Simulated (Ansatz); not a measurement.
## Electronic structure of C2H7Ge (SMILES C[CH2][GeH2]) (doublet) in real space

Input

```
crystal:
  periodic: [false, false, false]
  atoms:
    - {symbol: C, position_ang: [-1.767251, -1.406294, -2.129256]}
    - {symbol: C, position_ang: [-0.515521, -1.222440, -1.277252]}
    - {symbol: Ge, position_ang: [-0.288888, 0.626027, -0.632867]}
    - {symbol: H, position_ang: [-1.748744, -0.766097, -3.025205]}
    - {symbol: H, position_ang: [-1.865098, -2.449631, -2.473549]}
    - {symbol: H, position_ang: [-2.682419, -1.159206, -1.568598]}
    - {symbol: H, position_ang: [0.390901, -1.489275, -1.843791]}
    - {symbol: H, position_ang: [-0.538408, -1.880712, -0.394120]}
    - {symbol: H, position_ang: [-1.491366, 1.052445, 0.247952]}
    - {symbol: H, position_ang: [-0.161472, 1.611471, -1.822944]}
basis:
  gaussian:
    orbitals: def2-TZVPD
magnetization:
  spin_polarized: true
  initial_magnetization: 1
hamiltonian:
  xc: pbe0
output: {forces: true, orbitals: {seedname: orbitals}}
```

Launched as:

```sh
ansatz run input.yaml --threads 2 --pin off --max-ram 4350MiB --events-out events.jsonl --progress --plain --runs-dir runs
```

Geometry: PBE0-D3(BJ)/def2-SVP.

These are results of isolated molecule in a Gaussian basis; Kohn-Sham density functional theory, functional PBE0 (Ansatz 0.2.0), not measurements.

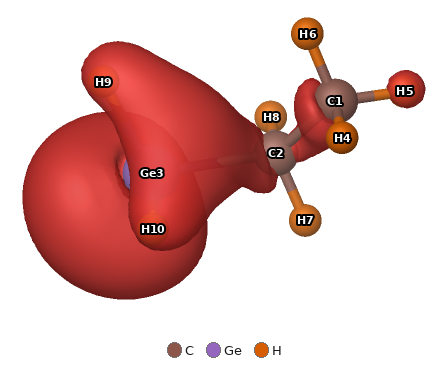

Figure 1. Isosurfaces of the spin density at +0.015 (red) and −0.015 e/Å³ (blue), seen at an oblique angle.

> Which atoms carry the spin?

The unpaired spin (1 electron) lies mostly on Ge3 (about 0.8), in electrons by Hirshfeld's partition.

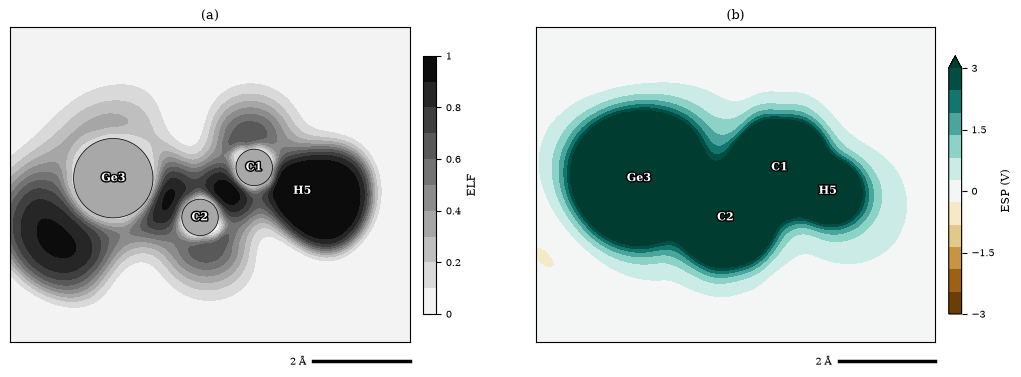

Figure 2. (a) electron localisation function; (b) molecular electrostatic potential on the plane of atoms C1, C2 and Ge3. Grey discs cover the atomic cores in the ELF map.

> Interpret the plot.

The section cuts through C, Ge and H sites. C–C (1.53 Å): the ELF peaks at about 0.95 between the atoms, as expected for a covalent bond. C–Ge (1.97 Å): the ELF peaks at about 0.90 between the atoms; localised, covalent bonding. C–H (1.10 Å): the ELF climbs to about 1 towards the hydrogen, as it does in any bond to H (a covalent bond by its length). The potential has no marked negative region in this plane.

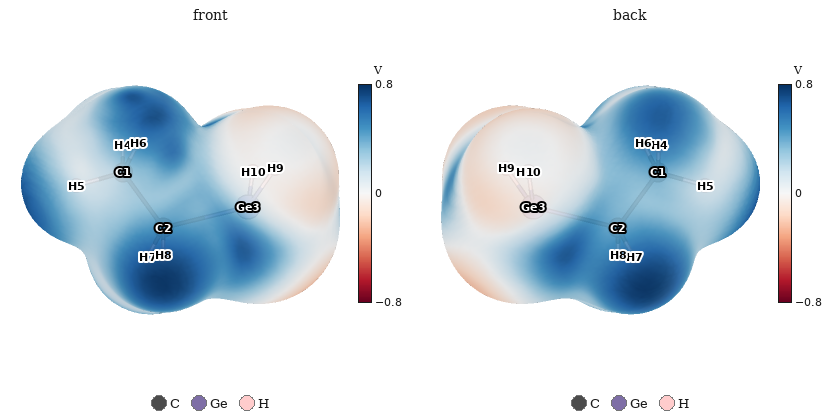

Figure 3. The molecular electrostatic potential painted on the density surface at 0.002 e/bohr³, seen from the front and from behind; red is negative and blue positive.

> Which sites attract a positive test charge, and which a negative one?

A positive charge is drawn to the negative regions and a negative charge to the positive ones. The most negative region (about −0.2 V) lies over H9, the most positive (about +0.8 V) over H7 and H8.

> How polar is the molecule by this calculation?

Its dipole moment is 1.01 D.

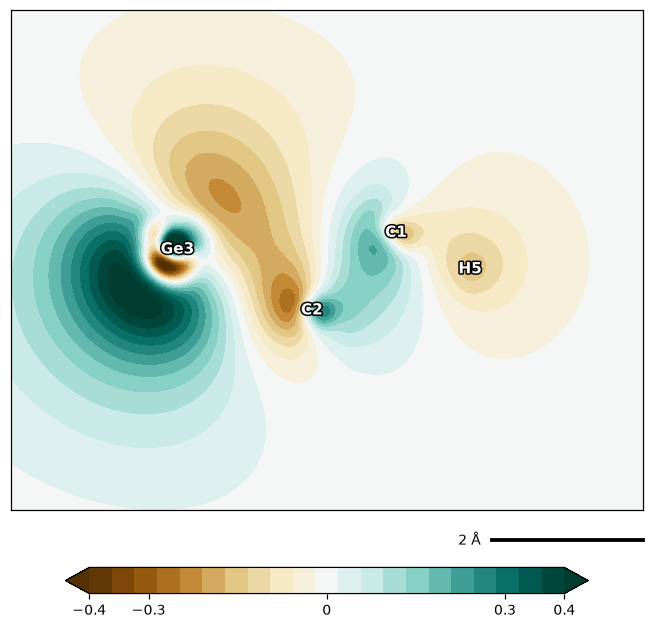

Figure 4. The LUMO (β) on the plane of atoms C1, C2 and Ge3 (values in Å⁻³ᐟ²; the overall sign is arbitrary).

> What is the character of this orbital?

By Hirshfeld shares it lies mainly on Ge3 (about 75 %), H9 (about 5 %) and H10 (about 5 %). Its energy is −2.42 eV.
